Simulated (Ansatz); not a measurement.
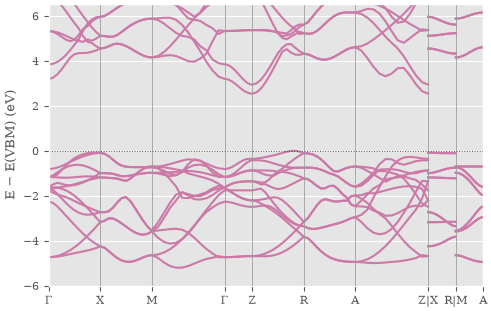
*Band structure from DFT-LDA in the program Ansatz with PAW potentials*

Task: Read off the gap and where the band edges lie.

Result: About 2.5 eV (2.54 eV by a search for the band edges); maximum on the Z–R line, 81 % of the way from Z, minimum at Z.

The material is BiClO in space group P4/nmm (No. 129; Bi on 2c, Cl on 2c, O on 2a).

The first step of the workflow began from a Materials Project structure, measured or hypothetical; the Crystallography Open Database files this formula in space group No. 129, but the cells were not matched. Its standing as an ambient phase is unchecked. The LDA relaxation kept the symmetry of its start; phonons on a q-mesh show no instability. A crystal of weakly bound layers computed without a dispersion correction: the cell and the soft elastic constants depend strongly on that. Scalar-relativistic: spin–orbit coupling is off unless named, which matters more the heavier the elements.

Potentials: the later of the program's two PAW sets.
